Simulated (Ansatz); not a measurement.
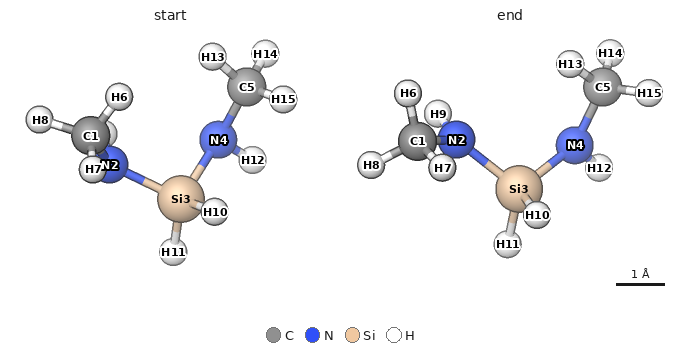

The structure of C2H10N2Si (coarse preliminary run) before (left) and after (right) a relaxation, at one scale.

The picture is a ball-and-stick view, seen at a tilt.

The start comes from a force field.

Method: RKS PBE-D4/def2-SVP (Ansatz 0.2.0). Settings: force threshold 0.03 eV/Å; at most 200 steps.

Describe what moved and what it gained.

Answer. H6 moves most after the best rigid fit: 1.12 Å. Largest moves by element: H 1.12 Å, N 0.57 Å, C 0.40 Å, Si 0.22 Å. Some distances before and after: Si3–H10 1.430 → 1.515 Å, C5–H15 1.047 → 1.117 Å, C1–H6 1.046 → 1.113 Å, C1–H7 1.043 → 1.109 Å. Among the angles between lasting bonds that change: Si3–N2–H9 105.0° → 117.2°, N2–Si3–H10 112.6° → 102.6°, Si3–N4–H12 108.0° → 117.5°. After 13 accepted moves (15 points after the start) the energy has fallen by 21.5 kcal/mol. Largest force component: 3.5 eV/Å at the start, 0.014 eV/Å at the end. The line search rejected the trial steps at points 6, 14 of the run.
